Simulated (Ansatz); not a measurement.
**Molecular dynamics of BSiH₃F₂**

BSiH₃F₂, SMILES FB(F)[SiH3], computed with RKS B3LYP/def2-SVP (Ansatz 0.2.0).

One setting was made poor on purpose. It belongs to a series of runs on one base structure; here: dynamics from the start. Figures and captions count atoms from 1; the log counts them from 0 in places.

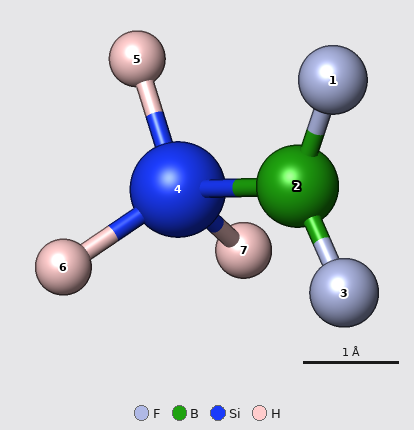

**Figure 1.** The starting structure (ball-and-stick view, seen at a tilt; atoms are numbered from 1 in the order of the input). Bond lengths as drawn: B–F 1.32 Å, B–Si 2.04 Å and H–Si 1.49 Å.

### The input
```yaml
crystal:
  periodic: [false, false, false]
  atoms:
    - { symbol: F, position_ang: [1.923464, -0.739996, 0.819067] }
    - { symbol: B, position_ang: [0.623604, -0.825736, 0.59404] }
    - { symbol: F, position_ang: [0.015445, -1.895283, 1.081585] }
    - { symbol: Si, position_ang: [-0.417953, 0.589843, -0.442018] }
    - { symbol: H, position_ang: [0.471483, 1.700314, -0.886036] }
    - { symbol: H, position_ang: [-1.500709, 1.142544, 0.42535] }
    - { symbol: H, position_ang: [-1.054034, -0.039686, -1.637587] }
basis:
  gaussian: { orbitals: def2-SVP }
hamiltonian:
  xc: b3lyp
md:
  timestep: 2.0
  n_steps: 40
  ensemble: nvt_langevin
  temperature: 1000.0
  initial_velocities: maxwell_boltzmann
  seed: 219495
  friction: 0.01
```

Launched with:
```bash
ansatz run input.yaml --threads 1 --pin off --max-ram 2048MiB --backend cpu --events-out ev --progress --plain --runs-dir out
```

### The program's output
```
Engine: ansatz 0.2.0, aarch64-unknown-linux-gnu
Functional definition: B3LYP
  parameter a0 = 0.2
  parameter ax = 0.72
  parameter ac = 0.81
  exchange = (1 - a0 - ax)*slater_x + ax*b88_x + a0*exact_x
  correlation = (1 - ac)*vwn_rpa_c + ac*lyp_c
787 factors; integrals over basis functions are off by at most 3.9e-4 eV
mean field evaluation 1: about -14030.9618 eV, gradient 3.4e1 eV
mean field evaluation 2: about -14029.1387 eV, gradient 5.0e1 eV
mean field evaluation 4: about -14032.7398 eV, gradient 5.3e-1 eV
mean field evaluation 8: about -14032.7687 eV, gradient 4.1e-2 eV
mean field -14032.76872550 eV, -515.6947389100 hartree, gradient 4.2e-5 eV, S^2 0.000000; 0 other end points of the search recorded, 0 dependent functions left out
the calculation of the forces begins
reference -14032.76894067 eV, -515.6947468172 hartree; 20, 20 occupied and 55, 55 virtual orbitals, 787 factors
md step     0: t =     0.00 fs  T =   857.1 K  F+E_penalty+E_count = -14032.76872550 eV  E_kin = 0.775560 eV  (24 SCF iters)
these checks for a lower state are left out or cut short: starts, cluster_reference, orbital_swaps, neighbouring_geometries, increment
787 factors; integrals over basis functions are off by at most 4.0e-4 eV
mean field evaluation 16: about -14032.6092 eV, gradient 3.6e-2 eV
mean field -14032.63706464 eV, -515.6899004625 hartree, gradient 1.8e-5 eV, S^2 0.000000; 0 other end points of the search recorded, 0 dependent functions left out
[... from here on the field's lines of each further geometry are left out, up to the last ...]
md step     1: t =     2.00 fs  T =   781.0 K  F+E_penalty+E_count = -14032.63706464 eV  E_kin = 0.706693 eV  (28 SCF iters)
md step     2: t =     4.00 fs  T =   602.3 K  F+E_penalty+E_count = -14032.44140372 eV  E_kin = 0.544985 eV  (28 SCF iters)
md step     3: t =     6.00 fs  T =   423.5 K  F+E_penalty+E_count = -14032.35160663 eV  E_kin = 0.383200 eV  (29 SCF iters)
md step     4: t =     8.00 fs  T =   283.0 K  F+E_penalty+E_count = -14032.22205571 eV  E_kin = 0.256032 eV  (29 SCF iters)
md step     5: t =    10.00 fs  T =   269.3 K  F+E_penalty+E_count = -14032.13755737 eV  E_kin = 0.243680 eV  (29 SCF iters)
md step     6: t =    12.00 fs  T =   456.5 K  F+E_penalty+E_count = -14032.21848214 eV  E_kin = 0.413026 eV  (29 SCF iters)
md step     7: t =    14.00 fs  T =   551.8 K  F+E_penalty+E_count = -14032.43466509 eV  E_kin = 0.499243 eV  (28 SCF iters)
md step     8: t =    16.00 fs  T =   811.9 K  F+E_penalty+E_count = -14032.62431865 eV  E_kin = 0.734592 eV  (28 SCF iters)
md step     9: t =    18.00 fs  T =   796.6 K  F+E_penalty+E_count = -14032.65839243 eV  E_kin = 0.720776 eV  (28 SCF iters)
md step    10: t =    20.00 fs  T =   770.8 K  F+E_penalty+E_count = -14032.57626285 eV  E_kin = 0.697461 eV  (28 SCF iters)
md step    11: t =    22.00 fs  T =   663.7 K  F+E_penalty+E_count = -14032.46485628 eV  E_kin = 0.600521 eV  (27 SCF iters)
md step    12: t =    24.00 fs  T =   545.8 K  F+E_penalty+E_count = -14032.31767488 eV  E_kin = 0.493839 eV  (27 SCF iters)
md step    13: t =    26.00 fs  T =   365.9 K  F+E_penalty+E_count = -14032.17370164 eV  E_kin = 0.331082 eV  (29 SCF iters)
md step    14: t =    28.00 fs  T =   428.3 K  F+E_penalty+E_count = -14032.18664806 eV  E_kin = 0.387540 eV  (29 SCF iters)
md step    15: t =    30.00 fs  T =   458.4 K  F+E_penalty+E_count = -14032.29975010 eV  E_kin = 0.414744 eV  (29 SCF iters)
md step    16: t =    32.00 fs  T =   563.2 K  F+E_penalty+E_count = -14032.38491055 eV  E_kin = 0.509635 eV  (28 SCF iters)
md step    17: t =    34.00 fs  T =   681.5 K  F+E_penalty+E_count = -14032.41632987 eV  E_kin = 0.616659 eV  (25 SCF iters)
md step    18: t =    36.00 fs  T =   730.8 K  F+E_penalty+E_count = -14032.46578945 eV  E_kin = 0.661208 eV  (28 SCF iters)
md step    19: t =    38.00 fs  T =   772.7 K  F+E_penalty+E_count = -14032.48461929 eV  E_kin = 0.699136 eV  (28 SCF iters)
md step    20: t =    40.00 fs  T =   679.0 K  F+E_penalty+E_count = -14032.34962634 eV  E_kin = 0.614387 eV  (29 SCF iters)
md step    21: t =    42.00 fs  T =   499.6 K  F+E_penalty+E_count = -14032.18909171 eV  E_kin = 0.452089 eV  (29 SCF iters)
md step    22: t =    44.00 fs  T =   582.3 K  F+E_penalty+E_count = -14032.14059389 eV  E_kin = 0.526861 eV  (29 SCF iters)
md step    23: t =    46.00 fs  T =   637.1 K  F+E_penalty+E_count = -14032.14477296 eV  E_kin = 0.576477 eV  (28 SCF iters)
md step    24: t =    48.00 fs  T =   685.0 K  F+E_penalty+E_count = -14032.10185612 eV  E_kin = 0.619790 eV  (28 SCF iters)
md step    25: t =    50.00 fs  T =   929.1 K  F+E_penalty+E_count = -14032.22197024 eV  E_kin = 0.840662 eV  (28 SCF iters)
md step    26: t =    52.00 fs  T =  1147.4 K  F+E_penalty+E_count = -14032.47190070 eV  E_kin = 1.038203 eV  (28 SCF iters)
md step    27: t =    54.00 fs  T =  1179.2 K  F+E_penalty+E_count = -14032.47510235 eV  E_kin = 1.066981 eV  (28 SCF iters)
md step    28: t =    56.00 fs  T =   975.8 K  F+E_penalty+E_count = -14032.31831387 eV  E_kin = 0.882911 eV  (27 SCF iters)
md step    29: t =    58.00 fs  T =   949.5 K  F+E_penalty+E_count = -14032.22109446 eV  E_kin = 0.859137 eV  (27 SCF iters)
md step    30: t =    60.00 fs  T =   972.3 K  F+E_penalty+E_count = -14032.20717662 eV  E_kin = 0.879785 eV  (28 SCF iters)
md step    31: t =    62.00 fs  T =   899.1 K  F+E_penalty+E_count = -14032.13289397 eV  E_kin = 0.813526 eV  (28 SCF iters)
md step    32: t =    64.00 fs  T =   803.1 K  F+E_penalty+E_count = -14032.03849863 eV  E_kin = 0.726651 eV  (28 SCF iters)
md step    33: t =    66.00 fs  T =   872.7 K  F+E_penalty+E_count = -14032.15366518 eV  E_kin = 0.789619 eV  (28 SCF iters)
md step    34: t =    68.00 fs  T =   961.7 K  F+E_penalty+E_count = -14032.26197804 eV  E_kin = 0.870185 eV  (27 SCF iters)
md step    35: t =    70.00 fs  T =   987.8 K  F+E_penalty+E_count = -14032.30233420 eV  E_kin = 0.893801 eV  (25 SCF iters)
md step    36: t =    72.00 fs  T =  1028.1 K  F+E_penalty+E_count = -14032.36216202 eV  E_kin = 0.930281 eV  (29 SCF iters)
md step    37: t =    74.00 fs  T =  1169.2 K  F+E_penalty+E_count = -14032.35486398 eV  E_kin = 1.057905 eV  (29 SCF iters)
md step    38: t =    76.00 fs  T =   932.7 K  F+E_penalty+E_count = -14032.20819337 eV  E_kin = 0.843901 eV  (28 SCF iters)
md step    39: t =    78.00 fs  T =   660.0 K  F+E_penalty+E_count = -14032.06594434 eV  E_kin = 0.597173 eV  (28 SCF iters)
the calculation of the forces begins
reference -14032.09942623 eV, -515.6701426152 hartree; 20, 20 occupied and 55, 55 virtual orbitals, 787 factors
787 factors; integrals over basis functions are off by at most 2.1e-4 eV
mean field -14032.09920513 eV, -515.6701344899 hartree, gradient 1.9e-5 eV, S^2 0.000000; 1 other end points of the search recorded, 0 dependent functions left out
the calculation of the forces begins
reference -14032.09942623 eV, -515.6701426152 hartree; 20, 20 occupied and 55, 55 virtual orbitals, 787 factors
md step    40: t =    80.00 fs  T =   721.3 K  F+E_penalty+E_count = -14032.09920513 eV  E_kin = 0.652688 eV  (24 SCF iters)
```

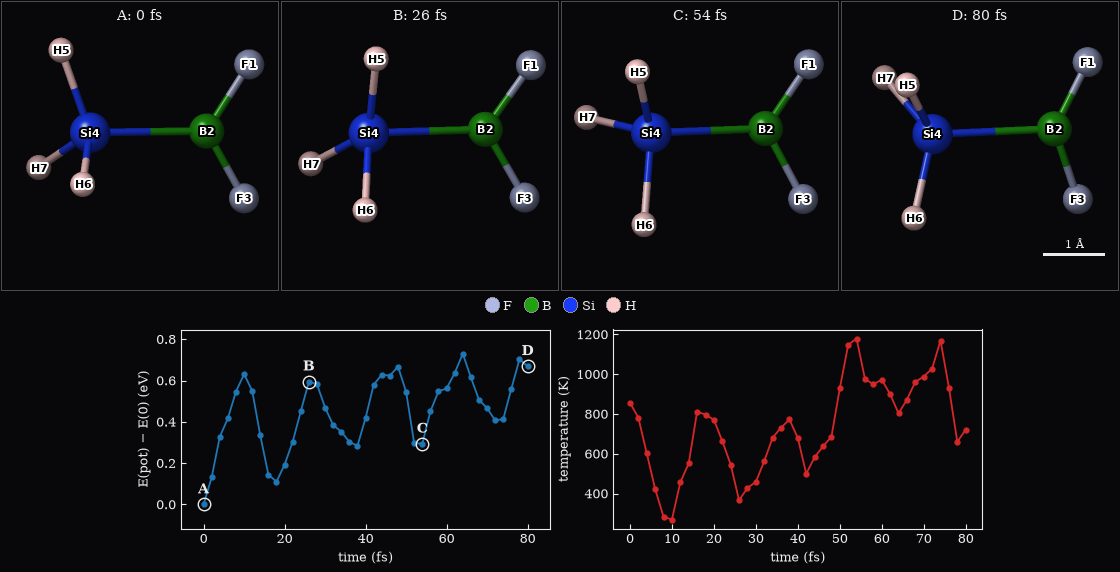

**Figure 2.** Frames of the molecular dynamics (ball-and-stick, seen at a tilt) above the curves, on which the letters mark them. The trajectory kept here has 41 frames over 80 fs. The temperature starts at 857 K, ranges from 269 to 1179 K and averages 870 K over the second half. The potential energy ends 0.670 eV above its first value. After an unweighted best fit of the last frame on the first, the root-mean-square displacement is 0.49 Å.

```
Total energy: -14032.09942623 eV, -515.6701426152 hartree
Atom 0 at     1.665621    -0.992584     1.189160 Å, force     1.739989    -0.711449     1.051028 eV/Å
Atom 1 at     0.404924    -0.832351     1.061997 Å, force    -2.271823     1.019568    -2.655524 eV/Å
Atom 2 at    -0.476497    -1.819592     1.132319 Å, force     0.490946    -0.551575     0.975340 eV/Å
Atom 3 at    -0.357325     0.671241    -0.151259 Å, force     1.737133     1.389389     0.736686 eV/Å
Atom 4 at     0.038211     2.076275     0.267322 Å, force    -0.324393    -0.269866     0.416547 eV/Å
Atom 5 at    -1.813279     0.583675    -0.072244 Å, force    -0.546800    -0.086708    -0.596976 eV/Å
Atom 6 at     0.479854     0.826079    -1.428192 Å, force    -0.825053    -0.789360     0.072899 eV/Å
Dipole moment:    -0.032512    -0.013482     0.045929 e Å
```

### Trajectory as extended XYZ (Å, eV, eV/Å), 14 of the 41 frames kept, from step=0 to step=40
```
7
Properties=species:S:1:pos:R:3:forces:R:3 step=0 time_fs=0.0 energy=-14032.76873 temperature=857.1
F     1.9235   -0.7400    0.8191    0.0004   0.0002   0.0001
B     0.6236   -0.8257    0.5940   -0.0043  -0.0037   0.0008
F     0.0154   -1.8953    1.0816    0.0029   0.0036  -0.0013
Si   -0.4180    0.5898   -0.4420    0.0038   0.0005   0.0007
H     0.4715    1.7003   -0.8860   -0.0008  -0.0007   0.0002
H    -1.5007    1.1425    0.4254   -0.0007  -0.0006  -0.0013
H    -1.0540   -0.0397   -1.6376   -0.0012   0.0007   0.0008
7
Properties=species:S:1:pos:R:3:forces:R:3 step=3 time_fs=6.0 energy=-14032.35161 temperature=423.5
F     1.9241   -0.7492    0.8456   -0.9455  -0.1137  -0.0973
B     0.6058   -0.8295    0.5902    1.3439  -0.1444  -0.0121
F    -0.0192   -1.9006    1.0465    0.0274   0.1582  -0.0041
Si   -0.3902    0.5901   -0.4374   -0.2291   0.2270  -1.5480
H     0.2207    1.7936   -1.0249    0.8533   0.5234   0.7064
H    -1.4642    1.0234    0.4580   -0.6384   0.0811   0.1094
H    -0.8016    0.2382   -1.8754   -0.4116  -0.7316   0.8457
7
Properties=species:S:1:pos:R:3:forces:R:3 step=6 time_fs=12.0 energy=-14032.21848 temperature=456.5
F     1.9001   -0.7525    0.8500   -0.3110  -0.1796   0.0632
B     0.6021   -0.8375    0.5765    0.9714   0.2270  -0.2146
F    -0.0444   -1.8930    1.0265   -0.0500   0.0099   0.0113
Si   -0.3717    0.6043   -0.4506   -1.0955   1.9471  -0.3738
H     0.1628    2.0096   -0.9742    0.1452  -1.1072   1.2273
H    -1.5600    0.8894    0.5754    0.7715  -0.1898  -1.2138
H    -0.7427    0.2743   -1.8778   -0.4317  -0.7076   0.5004
7
Properties=species:S:1:pos:R:3:forces:R:3 step=9 time_fs=18.0 energy=-14032.65839 temperature=796.6
F     1.8783   -0.7554    0.8755    0.2438  -0.1354   0.1100
B     0.5991   -0.8398    0.5631    0.4441   0.9850  -0.5251
F    -0.0562   -1.8747    1.0110   -0.3719  -0.6439   0.2088
Si   -0.3767    0.6429   -0.4668   -0.0048  -0.8320   0.1747
H     0.2812    1.9523   -0.5396    0.2900   0.2743  -0.0637
H    -1.5719    0.7204    0.3631   -0.7160   0.3548   0.3437
H    -0.8504    0.1730   -1.7909    0.1149  -0.0028  -0.2483
7
Properties=species:S:1:pos:R:3:forces:R:3 step=12 time_fs=24.0 energy=-14032.31768 temperature=545.8
F     1.8634   -0.7681    0.9198    0.5208   0.2140  -0.0240
B     0.6046   -0.8114    0.5519   -0.7638  -0.4293  -0.0373
F    -0.0676   -1.8640    1.0144    0.0330   0.1234  -0.1859
Si   -0.3733    0.6737   -0.4847   -0.7728  -0.7753   1.3915
H     0.4714    1.8641   -0.0570   -0.4358  -0.0019  -1.0061
H    -1.7221    0.7381    0.2368    0.5638   0.2606  -0.0066
H    -0.9448    0.1807   -1.7978    0.8547   0.6086  -0.1317
7
Properties=species:S:1:pos:R:3:forces:R:3 step=15 time_fs=30.0 energy=-14032.29975 temperature=458.4
F     1.8752   -0.7771    0.9701   -0.6811   0.4291  -0.6728
B     0.6031   -0.7908    0.5326    0.2639  -1.4437   1.0916
F    -0.0763   -1.8344    1.0377    0.1234   0.4699  -0.4785
Si   -0.3527    0.6826   -0.4746   -0.5288   0.0207   1.4929
H     0.5137    1.7891    0.0930   -0.2922   0.2660  -1.0176
H    -1.7159    0.8417    0.1794    0.4346  -0.0324   0.0803
H    -0.8231    0.3937   -1.8455    0.6802   0.2903  -0.4958
7
Properties=species:S:1:pos:R:3:forces:R:3 step=18 time_fs=36.0 energy=-14032.46579 temperature=730.8
F     1.8687   -0.7974    1.0192   -1.1748   0.3677  -1.1327
B     0.5970   -0.8171    0.5200    1.3341  -0.7302   1.6952
F    -0.0961   -1.8067    1.0595   -0.3212  -0.1934  -0.3714
Si   -0.3366    0.6790   -0.4380    1.1782   0.4868  -0.9954
H     0.4853    1.8402   -0.0127    0.1832   0.2765  -0.2720
H    -1.5835    0.9282    0.2086   -1.3295  -0.0654   0.4529
H    -0.4983    0.6486   -1.9548    0.1301  -0.1420   0.6233
7
Properties=species:S:1:pos:R:3:forces:R:3 step=22 time_fs=44.0 energy=-14032.14059 temperature=582.3
F     1.8124   -0.8172    1.0583    1.0023   0.0154  -0.3392
B     0.6126   -0.8776    0.5432   -0.4126   1.2841   0.5945
F    -0.1510   -1.7786    1.0892   -0.7799  -1.1681  -0.0042
Si   -0.3092    0.6910   -0.3906    0.2108   1.4063   0.3556
H     0.4688    2.0018   -0.2493   -0.1478  -0.4483   0.8522
H    -1.7025    0.9003    0.2984    0.8926  -0.2808  -0.8932
H    -0.1024    0.8844   -1.8427   -0.7653  -0.8085  -0.5658
7
Properties=species:S:1:pos:R:3:forces:R:3 step=25 time_fs=50.0 energy=-14032.22197 temperature=929.1
F     1.7879   -0.8468    1.0633    2.6806  -0.2431   0.5605
B     0.6089   -0.8944    0.5941   -2.2952   1.5926  -0.3715
F    -0.2043   -1.7771    1.1173   -0.4110  -0.9901  -0.0067
Si   -0.2874    0.7186   -0.3402    2.2321  -0.7008  -2.1371
H     0.3919    1.9797   -0.1325    0.2749   0.7945   0.9255
H    -1.6207    0.6355    0.0741   -1.9649   0.1950   0.4031
H    -0.0764    0.8310   -1.8721   -0.5165  -0.6481   0.6262
7
Properties=species:S:1:pos:R:3:forces:R:3 step=28 time_fs=56.0 energy=-14032.31831 temperature=975.8
F     1.8059   -0.8679    1.0691    0.4957  -0.4964   0.0632
B     0.5672   -0.8661    0.6503   -1.4661  -0.0173   0.8707
F    -0.2866   -1.8057    1.1372    1.2323   0.6377  -0.6417
Si   -0.2580    0.7382   -0.2984   -1.5940  -0.3637   0.0788
H     0.3163    2.0900    0.2530   -0.6285  -0.9949  -0.5253
H    -1.8301    0.3881   -0.0738    1.5730   0.9083   0.0541
H    -0.2152    0.5761   -1.7898    0.3876   0.3263   0.1003
7
Properties=species:S:1:pos:R:3:forces:R:3 step=31 time_fs=62.0 energy=-14032.13289 temperature=899.1
F     1.8197   -0.8825    1.0939   -1.7964  -0.5812  -0.1922
B     0.5007   -0.8481    0.7455    0.2078  -0.8653   0.8748
F    -0.3701   -1.8368    1.1524    1.9700   1.2826  -0.4966
Si   -0.2579    0.7364   -0.2539   -0.9101  -1.7193  -0.0030
H     0.1059    1.9465    0.4629    0.2985   0.8505  -0.2984
H    -1.6925    0.4352   -0.1763   -0.7136   0.3608   0.6052
H    -0.2817    0.3994   -1.6958    0.9437   0.6718  -0.4898
7
Properties=species:S:1:pos:R:3:forces:R:3 step=34 time_fs=68.0 energy=-14032.26198 temperature=961.7
F     1.7990   -0.9012    1.1155   -2.5550  -0.5566   0.1779
B     0.4338   -0.8368    0.8779    1.1526  -0.8598  -0.5658
F    -0.4314   -1.8519    1.1480    1.8168   1.0512   0.1931
Si   -0.2735    0.7083   -0.2225   -1.7236  -0.3740   0.1329
H    -0.0014    1.9792    0.5361    0.2842   0.0414  -0.6764
H    -1.7926    0.5143   -0.1127    0.5406   0.2186   0.0010
H    -0.0971    0.5016   -1.7336    0.4845   0.4792   0.7372
7
Properties=species:S:1:pos:R:3:forces:R:3 step=37 time_fs=74.0 energy=-14032.35486 temperature=1169.2
F     1.7279   -0.9459    1.1449    0.1963  -0.7961   0.9325
B     0.4333   -0.8456    1.0011   -1.5674   0.2230  -2.4093
F    -0.4679   -1.8436    1.1400    1.5139   0.3821   0.7904
Si   -0.3140    0.6803   -0.1967   -0.4985   0.5225   1.4255
H    -0.0040    2.0139    0.4190    0.1391  -0.0249  -0.1192
H    -1.8160    0.5772   -0.0229    0.3175  -0.0417  -0.5283
H     0.2075    0.7309   -1.5883   -0.1009  -0.2649  -0.0916
7
Properties=species:S:1:pos:R:3:forces:R:3 step=40 time_fs=80.0 energy=-14032.09921 temperature=721.3
F     1.6656   -0.9926    1.1892    1.7400  -0.7114   1.0510
B     0.4049   -0.8324    1.0620   -2.2718   1.0196  -2.6555
F    -0.4765   -1.8196    1.1323    0.4909  -0.5516   0.9753
Si   -0.3573    0.6712   -0.1513    1.7371   1.3894   0.7367
H     0.0382    2.0763    0.2673   -0.3244  -0.2699   0.4165
H    -1.8133    0.5837   -0.0722   -0.5468  -0.0867  -0.5970
H     0.4799    0.8261   -1.4282   -0.8251  -0.7894   0.0729
```

### Results in brief

```tsv
quantity	value
outcome	finished
mean temperature over the second half	870 K
trajectory	40 steps, 80 fs
ensemble	nvt_langevin
temperature in the input	1000.0 K
time step	2.0 fs
potential energy (last step)	−14032.0994 eV
mean-field energy (last step)	−14032.0994 eV
largest force (length of the vector) (last step)	3.640 eV/Å
hardware	1 thread of Arm Neoverse V2, 128 GiB of memory available, shared host
wall time	89 s
peak memory	0.14 GiB
```

A deliberately poor setting: time step. So short a trajectory is not equilibrated. The logged temperature at the start can lie below the typed one, since it is counted over all degrees of freedom.
